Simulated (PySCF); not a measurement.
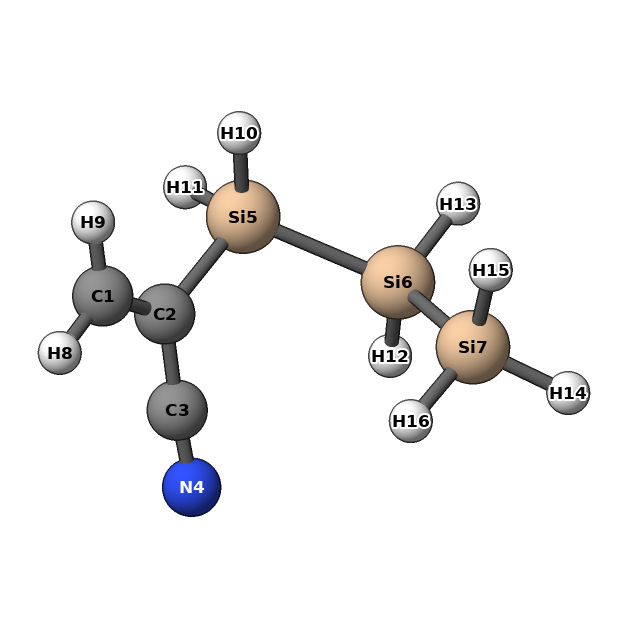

Geometry: an image of a reaction path computed with GFN2-xTB, not a minimum. Level of theory: GIAO PBE0/pcSseg-1 NMR shielding, non-relativistic, gas phase (PySCF 2.14.0). Principal shieldings σ11 ≤ σ22 ≤ σ33, span Ω = σ33 − σ11, skew κ = 3(σiso − σ22)/Ω.

Give the shielding tensors of the N atoms.

| atom | σ11 | σ22 | σ33 | σiso | Ω | κ |
| --- | --- | --- | --- | --- | --- | --- |
| N4 | −190.0 | −185.5 | 203.7 | −57.3 | 393.6 | 0.98 |

Shieldings and span in ppm.
